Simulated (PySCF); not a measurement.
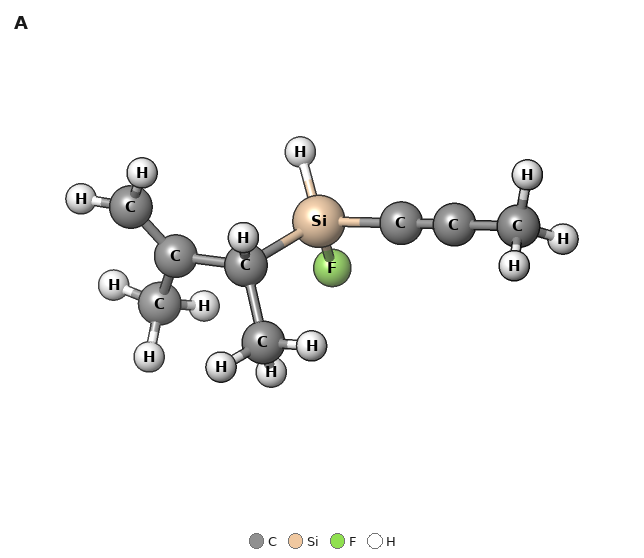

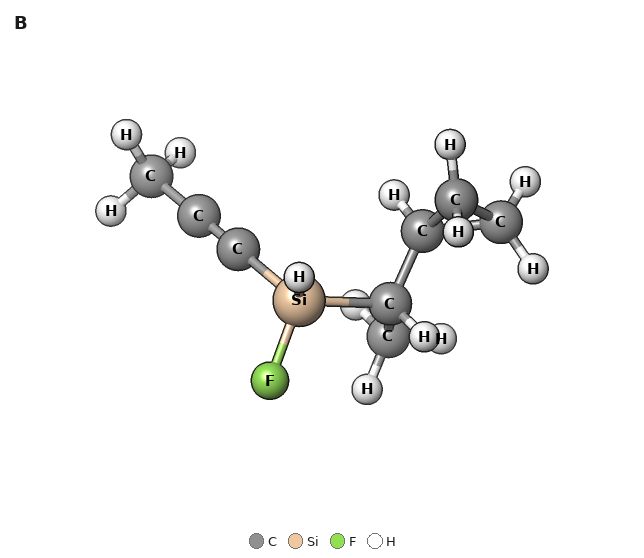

2 stationary structures of one formula. Geometries: GFN2-xTB. Electronic energies: PBE0/pcSseg-1 (PySCF 2.14.0), without zero-point energy. No frequency run is at hand to confirm each as a minimum. Each is one conformer, not always the lowest.

**How are they related?**

They are constitutional isomers of C8H13FSi: A `C=C(C)[C@@H](C)[Si@H](F)C#CC`, B `CC#C[Si@@H](F)[C@@H](C)C1CC1`.

**Rank them by energy, lowest first.**

A is lowest; B lies 0.193 eV above it.

The geometry is semi-empirical. Around Si such bond lengths and angles can be off by a tenth of an ångström or more and by several degrees, and values that hang on the shape move with them.
